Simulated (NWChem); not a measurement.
**One shape, several levels: CClO+ (SMILES [O+]#CCl)**

Aim: a comparison of 3 runs (HCTH/407/def2-SVP, M05-2X/6-311G**, LR-CCSD(T)/STO-3G) of CClO+. 

The calculation is run with NWChem 7.3.0.

5 further runs of the same task are left out: 5 set aside as unsound or not needed.

## (1) The molecule

The species is CClO+ (3 atoms), meant as a singlet with charge +1. As SMILES, `[O+]#CCl`. The coordinates come from a GFN2-xTB relaxation.

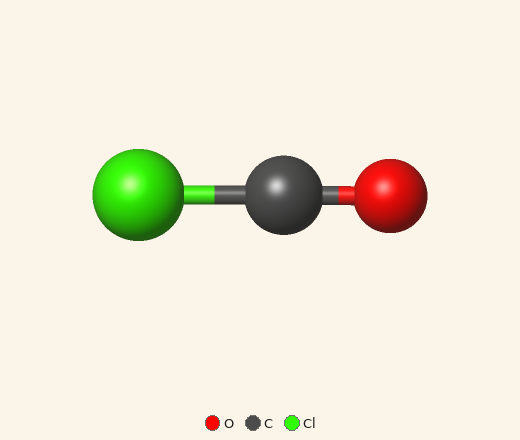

Viewed from a chosen angle; oxygen red, carbon dark grey, chlorine green.

## (2) Energy and one-electron properties at HCTH/407/def2-SVP (run 1)

Input file job.nw:

```
start job
title "CClO"
memory 2200 mb
charge 1
geometry units angstroms noautosym nocenter noautoz
O    -0.677350    1.027910   -0.255880
C    -0.074560    0.109500   -0.028570
Cl    0.751910   -1.137410    0.284450
end
basis spherical bse
* library def2-SVP
end
dft
xc hcth407
grid medium
mulliken
end
property
dipole
efieldgrad
moldenfile
molden_norm janpa
end
task dft property
```

On the command line:

```sh
nwchem job.nw > job.out
```

Output:

```text
[...]
          Wavefunction type:  closed shell.
          No. of atoms     :     3
          No. of electrons :    30
[...]
          Charge           :     1
          Spin multiplicity:     1
[...]
          AO basis - number of functions:    46
[...]
              XC Information
              --------------
                      HCTH407 Method XC Functional
                      HCTH407  Exchange Functional  1.000
                   HCTH407  Correlation Functional  1.000
[...]
 d= 0,ls=0.0,diis     1   -572.7944046027 -6.58D+02  4.60D-02  1.91D+00     0.6
[...]
 d= 0,ls=0.0,diis     9   -572.9702734412 -9.67D-08  2.59D-06  4.52D-08     4.0
         Total DFT energy =     -572.970273441161
      One electron energy =     -947.804872343602
           Coulomb energy =      331.677477764114
    Exchange-Corr. energy =      -41.957872405787
 Nuclear repulsion energy =       85.114993544115
[...]
      Total Density - Mulliken Population Analysis
     ---------------------------------------------
    Atom       Charge   Shell Charges
 -----------   ------   -------------------------------------------------------
    1 O    8     7.77   1.99  1.18  0.55  2.79  1.23  0.03
    2 C    6     5.63   1.99  1.00  0.03  2.03  0.49  0.11
    3 Cl  17    16.60   2.00  1.99  1.36  0.58  5.93  2.20  2.47  0.07
[...]
   Dipole moment        0.9560422919 Debye(s)
             DMX        0.5120423433 DMXEFC        0.0000000000
             DMY       -0.7840357153 DMYEFC        0.0000000000
             DMZ        0.1926590247 DMZEFC        0.0000000000
   -EFC- dipole         0.0000000000 DEBYE(S)
   Total dipole         0.9560422919 DEBYE(S)
[...]
```

Wall time 4.8 s (1 thread of Intel Xeon Platinum 8259CL at 2.50GHz (Skylake/Cascade Lake), shared host); peak memory 0.11 GiB.

Atomic charges (e):

| atom | Mulliken | Löwdin |
| --- | --- | --- |
| O1 | +0.230 | +0.240 |
| C2 | +0.370 | +0.090 |
| Cl3 | +0.400 | +0.670 |

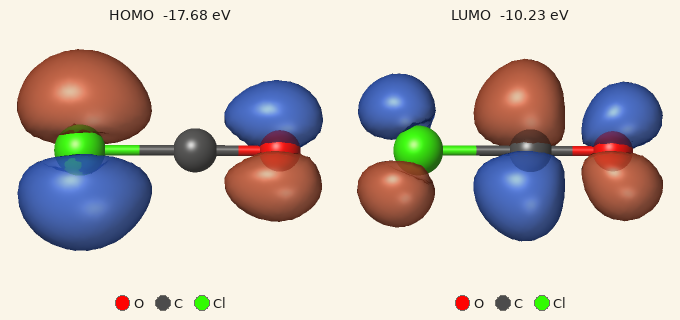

Frontier orbitals of this run, surfaces at ±0.2 Å^-3/2.

## (3) The energy at M05-2X/6-311G(d,p) (COSMO dmso) (run 2)

Input file m1.nw:

```
start m1
memory total 2200 mb
charge 1

geometry units angstroms noautosym nocenter noautoz
O     -0.677350     1.027910    -0.255880
C     -0.074560     0.109500    -0.028570
Cl     0.751910    -1.137410     0.284450
end

basis spherical
* library 6-311G**
end

cosmo
solvent dmso
end

dft
xc m05-2x
grid xfine
convergence energy 1e-08
mulliken
end

task dft energy
```

On the command line:

```sh
nwchem m1.nw > m1.out
```

Output:

```text
[...]
          Wavefunction type:  closed shell.
          No. of atoms     :     3
          No. of electrons :    30
[...]
          Charge           :     1
          Spin multiplicity:     1
[...]
          AO basis - number of functions:    62
[...]
              XC Information
              --------------
                       M05-2X Method XC Functional
                     Hartree-Fock (Exact) Exchange  0.560
                M05-2X metaGGA Exchange Functional  0.440
                      M05-2X Correlation Potential  1.000
[...]
 d= 0,ls=0.0,diis     1   -572.9726548260 -6.58D+02  1.91D-02  3.73D+00     1.5
[...]
 d= 0,ls=0.0,diis     8   -573.2772710290 -4.55D-10  1.42D-07  2.27D-10    23.6
         Total DFT energy =     -573.277271029046
      One electron energy =     -941.056990243638
           Coulomb energy =      331.097808601912
    Exchange-Corr. energy =      -41.859893143653
 Nuclear repulsion energy =       85.114993544115
             COSMO energy =       -6.573189787782
[...]
      Total Density - Mulliken Population Analysis
     ---------------------------------------------
    Atom       Charge   Shell Charges
 -----------   ------   -------------------------------------------------------
    1 O    8     8.06   1.09  0.91  0.95  1.03  1.97  0.84  1.23  0.03
    2 C    6     5.47   1.11  0.88  0.61  0.84  1.35  0.19  0.34  0.16
    3 Cl  17    16.48   0.78  1.19  0.88  1.10  1.06  0.94  7.45 -1.53  1.07  2.81  0.67  0.06
[...]
```

Wall time 24 s (1 thread of Intel Xeon Platinum 8259CL at 2.50GHz (Skylake/Cascade Lake), shared host); peak memory 0.12 GiB.

## (4) A single-point energy at LR-CCSD(T)/STO-3G (run 3)

Input file a.nw:

```
START a
memory stack 880 mb heap 220 mb global 1100 mb
charge 1

GEOMETRY units angstrom noautosym nocenter noautoz
  O    -0.677350    1.027910   -0.255880
  C    -0.074560    0.109500   -0.028570
  Cl    0.751910   -1.137410    0.284450
END

BASIS
  * library STO-3G
END

SCF
  maxiter 60
  noprint "final vectors analysis"
END

TCE
  scf
  lr-ccsd(t)
  freeze core 7
  maxiter 100
END

TASK tce
```

On the command line:

```sh
nwchem a.nw > a.out
```

Output:

```text
[...]
  functions       =    19
[...]
  wavefunction    = RHF
[...]
         Total SCF energy =   -565.464917390033
      One-electron energy =   -937.029075901691
      Two-electron energy =    286.449164967543
 Nuclear repulsion energy =     85.114993544115
        Time for solution =      0.3s
[...]
         Wavefunction type : Restricted Hartree-Fock
          No. of electrons :    30
[...]
         Spin multiplicity : singlet
[...]
 CCSD total energy / hartree       =      -565.634703423521159
[...]
 LR-CCSD(T)IIA total energy / hartree       =      -565.643358431018441
[...]
 LR-CCSD(T)IIB total energy / hartree       =      -565.641052777280265
[...]
 LR-CCSD(T)IIIA total energy / hartree       =      -565.644533539252166
[...]
 LR-CCSD(T)IIIB total energy / hartree       =      -565.641855941240351
[...]
```

It took 1.2 s on 1 thread of Intel Xeon Platinum 8259CL at 2.50GHz (Skylake/Cascade Lake), shared host; peak memory 0.1 GiB.

## (5) The series

```csv
run,level,task,integration grid,energy (Eh),HOMO energy (eV),LUMO energy (eV),HOMO–LUMO gap (eV),wall time
1,HCTH/407/def2-SVP,properties,medium,-572.970273,-17.68,-10.23,7.45,4.8 s
2,M05-2X/6-311G** (COSMO dmso),energy,xfine,-573.277271,-14.39,-1.90,12.49,24 s
3,LR-CCSD(T)/STO-3G,energy,–,-565.641856,–,–,–,1.2 s
```

## (6) Outcome

| quantity | value |
| --- | --- |
| run 3: total energy | -565.64186 Eh |
| run 3: correlation energy (7 core orbitals frozen) | -176.9 mEh |

Totals of different functionals can't be ranked against each other. In run 3 the basis is minimal, so the values are rough. All runs together took 30 s, the longest 24 s.
